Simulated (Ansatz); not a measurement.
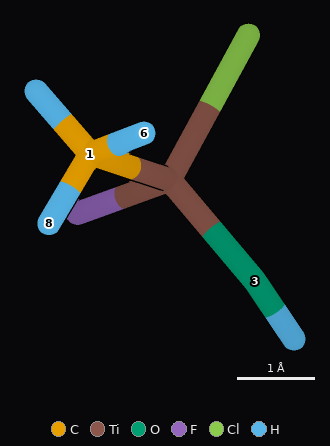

*The starting structure (stick view, seen at a tilt; atoms are numbered from 1 in the order of the input). Sticks mark near contacts.*

Bond lengths as drawn: Cl–Ti 2.20 Å, C–H 1.09 Å, C–Ti 2.04 Å, F–Ti 1.75 Å, H–O 0.96 Å and O–Ti 1.76 Å.

## Molecular dynamics of CH$_{4}$ClFOTi (part 1 of 2)

CH$_{4}$ClFOTi, computed with RKS PBE-d3bjatm/def2-SVP (Ansatz 0.2.0).

The geometry comes from this level: PBE0-D4/def2-TZVP. Figures and captions count atoms from 1; the log counts them from 0 in places.

**Output**
```
Functional definition: PBE
  name "PBE"
  cite "Perdew, Burke & Ernzerhof, Phys. Rev. Lett. 77, 3865 (1996) doi:10.1103/PhysRevLett.77.3865"
  parent pbe
  parameter kappa = 0.804
  parameter beta = 0.06672455060314922
  exchange = pbe_x(kappa = kappa, mu = beta*pi^2/3)
  correlation = pbe_c(beta = beta)
1256 factors; their error is unknown
mean field evaluation 1: about -41465.3709 eV, gradient 8.7e1 eV
mean field evaluation 2: about -41121.4018 eV, gradient 4.1e2 eV
mean field evaluation 4: about -41468.1713 eV, gradient 8.1e1 eV
mean field evaluation 8: about -41481.0614 eV, gradient 1.5e0 eV
mean field evaluation 16: about -41481.0200 eV, gradient 1.5e-3 eV
mean field -41481.01998850 eV, -1524.3993677322 hartree, gradient 6.2e-5 eV, S^2 0.000000; 0 other end points of the search recorded, 0 dependent functions left out
the calculation of the forces begins
reference -41481.02009130 eV, -1524.3993715100 hartree; 33, 33 occupied and 78, 78 virtual orbitals, 1256 factors
md step     0: t =     0.00 fs  T =  1000.0 K  F+E_penalty+E_count = -41481.21413713 eV  E_kin = 0.904820 eV  conserved = -41480.30931713 eV  (30 SCF iters)
these checks for a lower state are left out or cut short: starts, cluster_reference, orbital_swaps, neighbouring_geometries, increment
1256 factors; their error is unknown
mean field -41481.02023016 eV, -1524.3993766129 hartree, gradient 2.3e-5 eV, S^2 0.000000; 0 other end points of the search recorded, 0 dependent functions left out
the calculation of the forces begins
reference -41481.02033273 eV, -1524.3993803825 hartree; 33, 33 occupied and 78, 78 virtual orbitals, 1256 factors
md step     1: t =     0.50 fs  T =  1000.8 K  F+E_penalty+E_count = -41481.21426213 eV  E_kin = 0.905563 eV  conserved = -41480.30869951 eV  (33 SCF iters)
[... from here on the SCF iterations and repeated set-up lines of each step are left out, up to the last step ...]
md step     2: t =     1.00 fs  T =   949.6 K  F+E_penalty+E_count = -41481.16638410 eV  E_kin = 0.859231 eV  conserved = -41480.30715313 eV  (33 SCF iters)
md step     3: t =     1.50 fs  T =   869.4 K  F+E_penalty+E_count = -41481.09218612 eV  E_kin = 0.786660 eV  conserved = -41480.30552618 eV  (33 SCF iters)
md step     4: t =     2.00 fs  T =   786.6 K  F+E_penalty+E_count = -41481.01604147 eV  E_kin = 0.711743 eV  conserved = -41480.30429897 eV  (33 SCF iters)
md step     5: t =     2.50 fs  T =   722.2 K  F+E_penalty+E_count = -41480.95704975 eV  E_kin = 0.653424 eV  conserved = -41480.30362578 eV  (33 SCF iters)
md step     6: t =     3.00 fs  T =   688.0 K  F+E_penalty+E_count = -41480.92600279 eV  E_kin = 0.622503 eV  conserved = -41480.30349960 eV  (34 SCF iters)
md step     7: t =     3.50 fs  T =   686.6 K  F+E_penalty+E_count = -41480.92508684 eV  E_kin = 0.621217 eV  conserved = -41480.30386985 eV  (34 SCF iters)
md step     8: t =     4.00 fs  T =   711.6 K  F+E_penalty+E_count = -41480.94855306 eV  E_kin = 0.643874 eV  conserved = -41480.30467877 eV  (33 SCF iters)
md step     9: t =     4.50 fs  T =   749.4 K  F+E_penalty+E_count = -41480.98383421 eV  E_kin = 0.678032 eV  conserved = -41480.30580220 eV  (33 SCF iters)
md step    10: t =     5.00 fs  T =   781.4 K  F+E_penalty+E_count = -41481.01392683 eV  E_kin = 0.706989 eV  conserved = -41480.30693799 eV  (33 SCF iters)
md step    11: t =     5.50 fs  T =   790.2 K  F+E_penalty+E_count = -41481.02252385 eV  E_kin = 0.714964 eV  conserved = -41480.30755987 eV  (34 SCF iters)
md step    12: t =     6.00 fs  T =   768.0 K  F+E_penalty+E_count = -41481.00208467 eV  E_kin = 0.694907 eV  conserved = -41480.30717797 eV  (34 SCF iters)
md step    13: t =     6.50 fs  T =   723.4 K  F+E_penalty+E_count = -41480.96049767 eV  E_kin = 0.654548 eV  conserved = -41480.30594954 eV  (33 SCF iters)
md step    14: t =     7.00 fs  T =   677.3 K  F+E_penalty+E_count = -41480.91775332 eV  E_kin = 0.612837 eV  conserved = -41480.30491604 eV  (34 SCF iters)
md step    15: t =     7.50 fs  T =   647.1 K  F+E_penalty+E_count = -41480.89048160 eV  E_kin = 0.585503 eV  conserved = -41480.30497861 eV  (34 SCF iters)
md step    16: t =     8.00 fs  T =   633.7 K  F+E_penalty+E_count = -41480.87912310 eV  E_kin = 0.573397 eV  conserved = -41480.30572610 eV  (34 SCF iters)
md step    17: t =     8.50 fs  T =   626.8 K  F+E_penalty+E_count = -41480.87322573 eV  E_kin = 0.567104 eV  conserved = -41480.30612144 eV  (34 SCF iters)
md step    18: t =     9.00 fs  T =   618.8 K  F+E_penalty+E_count = -41480.86581035 eV  E_kin = 0.559860 eV  conserved = -41480.30594989 eV  (31 SCF iters)
md step    19: t =     9.50 fs  T =   609.6 K  F+E_penalty+E_count = -41480.85737714 eV  E_kin = 0.551621 eV  conserved = -41480.30575580 eV  (34 SCF iters)
md step    20: t =    10.00 fs  T =   600.6 K  F+E_penalty+E_count = -41480.84927730 eV  E_kin = 0.543444 eV  conserved = -41480.30583371 eV  (33 SCF iters)
md step    21: t =    10.50 fs  T =   589.8 K  F+E_penalty+E_count = -41480.83959825 eV  E_kin = 0.533662 eV  conserved = -41480.30593635 eV  (34 SCF iters)
md step    22: t =    11.00 fs  T =   575.2 K  F+E_penalty+E_count = -41480.82621796 eV  E_kin = 0.520455 eV  conserved = -41480.30576277 eV  (33 SCF iters)
md step    23: t =    11.50 fs  T =   558.7 K  F+E_penalty+E_count = -41480.81088429 eV  E_kin = 0.505539 eV  conserved = -41480.30534483 eV  (34 SCF iters)
md step    24: t =    12.00 fs  T =   545.8 K  F+E_penalty+E_count = -41480.79882505 eV  E_kin = 0.493840 eV  conserved = -41480.30498491 eV  (34 SCF iters)
md step    25: t =    12.50 fs  T =   540.9 K  F+E_penalty+E_count = -41480.79445515 eV  E_kin = 0.489462 eV  conserved = -41480.30499346 eV  (34 SCF iters)
md step    26: t =    13.00 fs  T =   543.1 K  F+E_penalty+E_count = -41480.79690067 eV  E_kin = 0.491420 eV  conserved = -41480.30548082 eV  (34 SCF iters)
md step    27: t =    13.50 fs  T =   544.1 K  F+E_penalty+E_count = -41480.79853282 eV  E_kin = 0.492270 eV  conserved = -41480.30626259 eV  (34 SCF iters)
md step    28: t =    14.00 fs  T =   531.8 K  F+E_penalty+E_count = -41480.78804240 eV  E_kin = 0.481189 eV  conserved = -41480.30685376 eV  (34 SCF iters)
md step    29: t =    14.50 fs  T =   498.8 K  F+E_penalty+E_count = -41480.75796423 eV  E_kin = 0.451337 eV  conserved = -41480.30662694 eV  (34 SCF iters)
these checks for a lower state are left out or cut short: starts, cluster_reference, orbital_swaps, neighbouring_geometries, increment
1256 factors; their error is unknown
mean field -41480.51658799 eV, -1524.3808681048 hartree, gradient 2.3e-5 eV, S^2 0.000000; 0 other end points of the search recorded, 0 dependent functions left out
the calculation of the forces begins
reference -41480.51669097 eV, -1524.3808718892 hartree; 33, 33 occupied and 78, 78 virtual orbitals, 1256 factors
1256 factors; their error is unknown
mean field evaluation 256: about -41478.9774 eV, gradient 2.7e1 eV
mean field -41480.51658799 eV, -1524.3808681048 hartree, gradient 2.3e-5 eV, S^2 0.000000; 1 other end points of the search recorded, 0 dependent functions left out
the calculation of the forces begins
reference -41480.51669097 eV, -1524.3808718892 hartree; 33, 33 occupied and 78, 78 virtual orbitals, 1256 factors
md step    30: t =    15.00 fs  T =   451.4 K  F+E_penalty+E_count = -41480.71376805 eV  E_kin = 0.408466 eV  conserved = -41480.30530247 eV  (31 SCF iters)
```

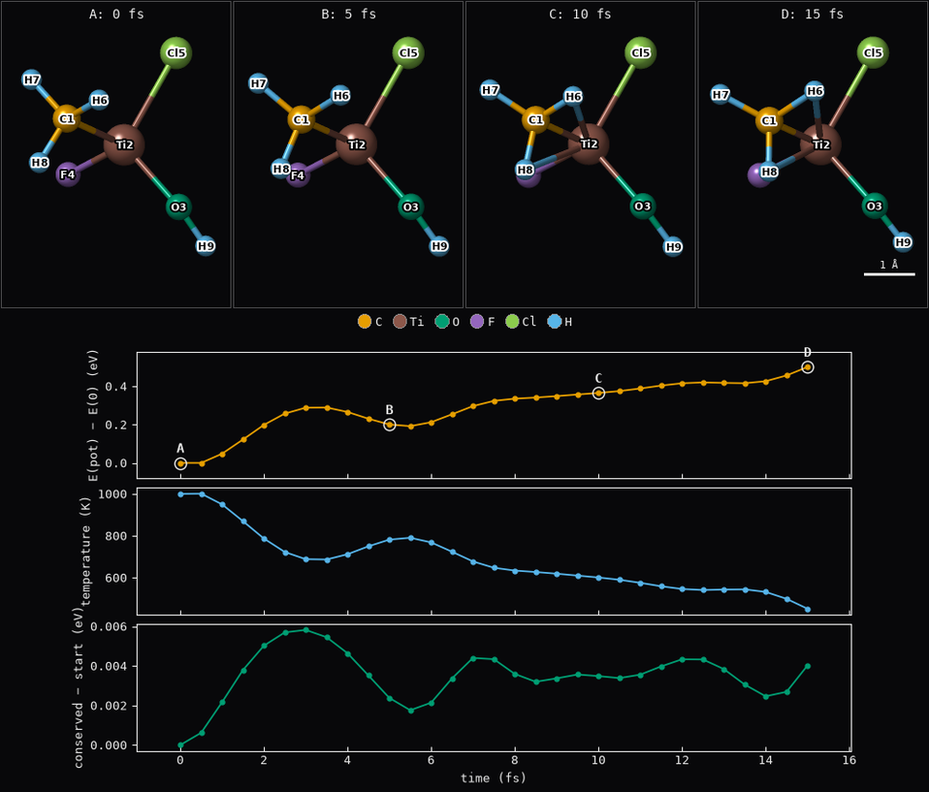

*Frames of the molecular dynamics (ball-and-stick, seen at a tilt) above the curves, on which the letters mark them.*

The trajectory kept here has 31 frames over 15 fs. The temperature starts at 1000 K, ranges from 451 to 1001 K and averages 570 K over the second half. The potential energy ends 0.500 eV above its first value. The conserved quantity stays within 0.0058 eV. After an unweighted best fit of the last frame on the first, the root-mean-square displacement is 0.29 Å.

```
Total energy: -41480.71387103 eV, -1524.3881181225 hartree
Atom 0 at    -1.198353     0.033116    -0.234055 Å, force    -0.936048     1.572669     1.641991 eV/Å
Atom 1 at     0.781000     0.061562    -0.229907 Å, force     1.099505    -1.917925    -0.355611 eV/Å
Atom 2 at     1.000890    -0.350660     1.517392 Å, force    -1.383147     1.112994    -2.772135 eV/Å
Atom 3 at     1.344245    -1.189473    -1.471591 Å, force    -0.528056     1.435664     1.465195 eV/Å
Atom 4 at     1.326413     2.126349    -0.706323 Å, force     0.183227     0.251869    -0.112947 eV/Å
Atom 5 at    -1.340330     1.055244     0.411426 Å, force     0.011128    -1.880795    -1.408497 eV/Å
Atom 6 at    -1.847795    -0.033490    -1.134537 Å, force     0.179127     0.145858     0.217645 eV/Å
Atom 7 at    -1.362177    -0.791142     0.513349 Å, force    -0.205852     0.166257    -0.448095 eV/Å
Atom 8 at     1.559388    -0.677307     2.182684 Å, force     1.580116    -0.886592     1.772454 eV/Å
Dipole moment:    -0.052098    -0.163537     0.470090 e Å
```

**Trajectory as extended XYZ (Å, eV, eV/Å), 31 frames, from step=0 to step=30**
```
9
Properties=species:S:1:pos:R:3:forces:R:3 step=0 time_fs=0.0 energy=-41481.21414 temperature=1000.0
C    -1.2833    0.0145   -0.3084    0.3026   0.0120   0.0146
Ti    0.7538    0.0600   -0.2010    0.1339  -0.1035  -0.0316
O     1.1409   -0.3711    1.4604   -0.4936   0.3126  -0.4856
F     1.3170   -1.1209   -1.3681    0.0205   0.0146   0.0269
Cl    1.3489    2.1158   -0.7258    0.0395   0.1052  -0.0302
H    -1.6984    0.7275    0.4087   -0.2016   0.3633   0.3685
H    -1.5911    0.2817   -1.3232   -0.1424   0.1392  -0.5170
H    -1.6275   -0.9954   -0.0672   -0.1695  -0.5134   0.1280
H     1.7283   -0.7584    2.1076    0.5107  -0.3301   0.5263
9
Properties=species:S:1:pos:R:3:forces:R:3 step=1 time_fs=0.5 energy=-41481.21426 temperature=1000.8
C    -1.2778    0.0141   -0.3074   -0.0110   0.5815   0.7186
Ti    0.7540    0.0609   -0.2017    0.2556  -0.2473  -0.1070
O     1.1355   -0.3701    1.4622    0.2372  -0.1683   0.3069
F     1.3185   -1.1248   -1.3732   -0.0324   0.1347   0.1454
Cl    1.3481    2.1159   -0.7251    0.0463   0.1228  -0.0356
H    -1.6917    0.7577    0.4230    0.1231  -0.2605  -0.2062
H    -1.6042    0.2685   -1.3139   -0.1895   0.1876  -0.6914
H    -1.6160   -0.9932   -0.0498   -0.1966  -0.5142   0.1787
H     1.7356   -0.7652    2.1280   -0.2327   0.1639  -0.3095
9
Properties=species:S:1:pos:R:3:forces:R:3 step=2 time_fs=1.0 energy=-41481.16638 temperature=949.6
C    -1.2724    0.0138   -0.3063   -0.2862   1.0236   1.2532
Ti    0.7542    0.0619   -0.2023    0.3728  -0.3858  -0.1761
O     1.1302   -0.3691    1.4641    0.8255  -0.5531   0.9485
F     1.3201   -1.1288   -1.3783   -0.0827   0.2499   0.2590
Cl    1.3472    2.1160   -0.7244    0.0534   0.1401  -0.0409
H    -1.6847    0.7873    0.4368    0.3731  -0.7902  -0.6721
H    -1.6178    0.2558   -1.3063   -0.2196   0.2148  -0.7879
H    -1.6050   -0.9922   -0.0320   -0.2037  -0.4612   0.2117
H     1.7424   -0.7716    2.1477   -0.8326   0.5619  -0.9954
9
Properties=species:S:1:pos:R:3:forces:R:3 step=3 time_fs=1.5 energy=-41481.09219 temperature=869.4
C    -1.2670    0.0137   -0.3048   -0.5329   1.3298   1.6020
Ti    0.7544    0.0628   -0.2030    0.4856  -0.5197  -0.2380
O     1.1249   -0.3682    1.4661    1.2462  -0.8252   1.4044
F     1.3216   -1.1326   -1.3833   -0.1308   0.3604   0.3680
Cl    1.3464    2.1162   -0.7237    0.0606   0.1565  -0.0460
H    -1.6768    0.8151    0.4491    0.5494  -1.2103  -1.0224
H    -1.6318    0.2435   -1.3005   -0.2223   0.2189  -0.7935
H    -1.5945   -0.9924   -0.0136   -0.1917  -0.3582   0.2238
H     1.7471   -0.7767    2.1650   -1.2641   0.8478  -1.4983
9
Properties=species:S:1:pos:R:3:forces:R:3 step=4 time_fs=2.0 energy=-41481.01604 temperature=786.6
C    -1.2617    0.0139   -0.3031   -0.7636   1.5124   1.7760
Ti    0.7546    0.0637   -0.2037    0.5938  -0.6501  -0.2919
O     1.1199   -0.3675    1.4683    1.5072  -0.9896   1.6773
F     1.3232   -1.1365   -1.3884   -0.1768   0.4664   0.4726
Cl    1.3456    2.1164   -0.7230    0.0676   0.1717  -0.0507
H    -1.6676    0.8399    0.4588    0.6617  -1.5243  -1.2671
H    -1.6465    0.2318   -1.2966   -0.1910   0.2013  -0.7079
H    -1.5844   -0.9933    0.0052   -0.1641  -0.2149   0.2140
H     1.7489   -0.7797    2.1787   -1.5348   1.0271  -1.8223
9
Properties=species:S:1:pos:R:3:forces:R:3 step=5 time_fs=2.5 energy=-41480.95705 temperature=722.2
C    -1.2565    0.0144   -0.3010   -0.9859   1.5915   1.8016
Ti    0.7549    0.0646   -0.2044    0.6975  -0.7774  -0.3380
O     1.1150   -0.3669    1.4708    1.6243  -1.0569   1.7811
F     1.3247   -1.1403   -1.3933   -0.2206   0.5680   0.5727
Cl    1.3447    2.1165   -0.7223    0.0740   0.1856  -0.0548
H    -1.6568    0.8611    0.4655    0.7215  -1.7431  -1.4214
H    -1.6615    0.2206   -1.2945   -0.1246   0.1670  -0.5438
H    -1.5747   -0.9948    0.0246   -0.1256  -0.0449   0.1845
H     1.7470   -0.7803    2.1880   -1.6606   1.1103  -1.9819
9
Properties=species:S:1:pos:R:3:forces:R:3 step=6 time_fs=3.0 energy=-41480.92600 temperature=688.0
C    -1.2516    0.0152   -0.2986   -1.1995   1.5871   1.7118
Ti    0.7552    0.0655   -0.2051    0.7962  -0.9022  -0.3764
O     1.1104   -0.3664    1.4735    1.6084  -1.0347   1.7253
F     1.3262   -1.1440   -1.3982   -0.2623   0.6651   0.6685
Cl    1.3439    2.1167   -0.7216    0.0797   0.1978  -0.0584
H    -1.6442    0.8781    0.4689    0.7386  -1.8775  -1.4993
H    -1.6769    0.2097   -1.2936   -0.0275   0.1227  -0.3238
H    -1.5654   -0.9964    0.0445   -0.0812   0.1365   0.1388
H     1.7411   -0.7782    2.1926   -1.6523   1.1051  -1.9865
9
Properties=species:S:1:pos:R:3:forces:R:3 step=7 time_fs=3.5 energy=-41480.92509 temperature=686.6
C    -1.2469    0.0163   -0.2958   -1.3974   1.5144   1.5381
Ti    0.7555    0.0663   -0.2058    0.8899  -1.0247  -0.4078
O     1.1061   -0.3661    1.4765    1.4603  -0.9239   1.5092
F     1.3276   -1.1476   -1.4030   -0.3020   0.7578   0.7600
Cl    1.3431    2.1169   -0.7209    0.0845   0.2085  -0.0613
H    -1.6299    0.8906    0.4686    0.7197  -1.9347  -1.5104
H    -1.6924    0.1992   -1.2935    0.0914   0.0756  -0.0748
H    -1.5562   -0.9977    0.0646   -0.0359   0.3145   0.0822
H     1.7313   -0.7735    2.1925   -1.5106   1.0123  -1.8350
9
Properties=species:S:1:pos:R:3:forces:R:3 step=8 time_fs=4.0 energy=-41480.94855 temperature=711.6
C    -1.2425    0.0177   -0.2926   -1.5679   1.3820   1.3057
Ti    0.7559    0.0670   -0.2066    0.9782  -1.1447  -0.4331
O     1.1019   -0.3660    1.4798    1.1707  -0.7192   1.1212
F     1.3290   -1.1512   -1.4077   -0.3395   0.8461   0.8470
Cl    1.3423    2.1171   -0.7202    0.0884   0.2176  -0.0636
H    -1.6139    0.8984    0.4647    0.6686  -1.9164  -1.4589
H    -1.7076    0.1888   -1.2936    0.2214   0.0314   0.1768
H    -1.5471   -0.9982    0.0850    0.0065   0.4767   0.0201
H     1.7178   -0.7663    2.1880   -1.2263   0.8266  -1.5151
9
Properties=species:S:1:pos:R:3:forces:R:3 step=9 time_fs=4.5 energy=-41480.98383 temperature=749.4
C    -1.2383    0.0194   -0.2893   -1.6977   1.1911   1.0302
Ti    0.7564    0.0677   -0.2074    1.0608  -1.2620  -0.4533
O     1.0980   -0.3659    1.4832    0.7260  -0.4131   0.5458
F     1.3304   -1.1546   -1.4123   -0.3749   0.9297   0.9294
Cl    1.3415    2.1174   -0.7195    0.0913   0.2252  -0.0654
H    -1.5963    0.9017    0.4573    0.5863  -1.8180  -1.3436
H    -1.7223    0.1785   -1.2932    0.3515  -0.0055   0.4090
H    -1.5380   -0.9976    0.1054    0.0428   0.6129  -0.0423
H     1.7014   -0.7572    2.1798   -0.7859   0.5398  -1.0097
9
Properties=species:S:1:pos:R:3:forces:R:3 step=10 time_fs=5.0 energy=-41481.01393 temperature=781.4
C    -1.2346    0.0213   -0.2857   -1.7737   0.9356   0.7171
Ti    0.7568    0.0683   -0.2082    1.1377  -1.3760  -0.4699
O     1.0942   -0.3659    1.4867    0.1220  -0.0043  -0.2215
F     1.3317   -1.1579   -1.4168   -0.4081   1.0084   1.0069
Cl    1.3407    2.1176   -0.7188    0.0932   0.2315  -0.0667
H    -1.5773    0.9007    0.4468    0.4715  -1.6289  -1.1585
H    -1.7361    0.1682   -1.2919    0.4718  -0.0329   0.6056
H    -1.5288   -0.9955    0.1257    0.0709   0.7161  -0.1002
H     1.6831   -0.7468    2.1692   -0.1852   0.1505  -0.3128
```
